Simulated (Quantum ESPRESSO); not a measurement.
# Dipole at the next field: Cl-GaAs-Cl chair, 1 layer

**Set-up.** Quantum ESPRESSO 7.5, RPBE, GBRV ultrasoft, PBE files; sawtooth field along the normal with dipole correction, ions clamped, threshold 1e-9 Ry; cell area 15.173 Å².

```
field (V/Å)  dipole (e Å a cell)
          0             −0.07880
        0.1             −0.03100
        0.2              0.01678
```

To predict: What is the dipole at −0.2 V/Å, and what electrostatic thickness 4πα/A follows from the rows?

**Worked estimate.** The slope is (0.01678 − (−0.07880))/0.2 = 0.4779 e Å²/V, so 4πα/A = 180.95 × 0.4779/15.173 = 5.70 Å. Linear response gives p = −0.07880 + 0.4779 × (−0.2) = −0.17438 e Å; a parabola through the three rows gives −0.17446.

**Check.** p = −0.17438 e Å. The line misses by 0.0 % of the induced dipole and the parabola by 0.1 %. The response is linear over this range.

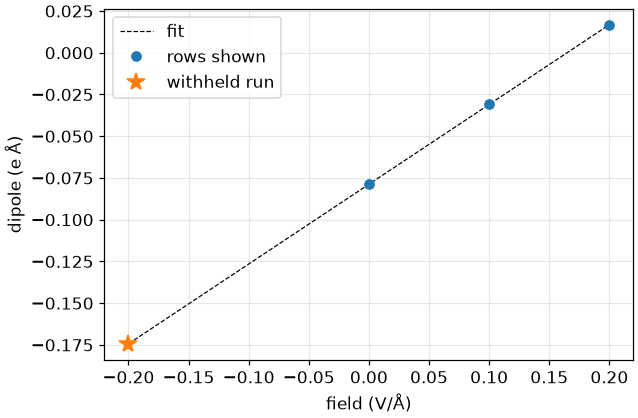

The rows shown, the fit and the withheld run.

Caveats: Electrons alone respond; local and semilocal functionals tend to overscreen.

[Logs are printed without paths, hosts, clocks, repeated set-up lines and the standing remarks that a program may print on its own settings, such as how far it seeks lower states.]
